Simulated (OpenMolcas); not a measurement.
**Exact exchange and the HOMO–LUMO gap of Si2NH6Cl**

Si2NH6Cl has 10 atoms, charge 0, and is taken as a singlet. As SMILES, `N[SiH]([SiH3])Cl`. The shape is that of a PBE0-D4/def2-TZVP optimisation. This is one conformer, not always the lowest.

The HOMO–LUMO gap y, in eV, basis 6-31G(d); a is the functional's share of exact exchange. Programs: OpenMolcas 26.06.

```
functional     program     a  y (eV)
    revPBE  OpenMolcas     0    5.78
    r2SCAN  OpenMolcas     0    6.40
     B3LYP  OpenMolcas   0.2       ?
      PBE0  OpenMolcas  0.25    7.97
     BHLYP  OpenMolcas   0.5   10.06
```

Problem. Fit y = c + s·a to the known rows and predict B3LYP.

Solution. 
1. Means of the 4 rows: a = 0.1875, y = 7.553.
2. Σ(Δa)² = 0.17188, Σ(Δa·Δy) = 1.3581, so the slope is 1.3581/0.17188 = 7.9014.
3. Intercept: 7.553 − (7.9014) × 0.1875 = 6.071. The largest residual of the fit is 0.33.
4. B3LYP: 6.071 + (7.9014) × 0.2 = 7.65 eV.

The run gave 7.52 eV, so the prediction is off by +0.13 eV, within the largest residual. Exact exchange lowers occupied levels and raises empty ones. The rows mix families of semi-local functionals, which the line can't see.

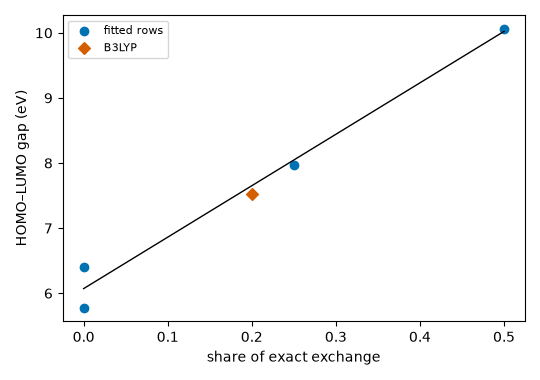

The fitted line, with the withheld row.
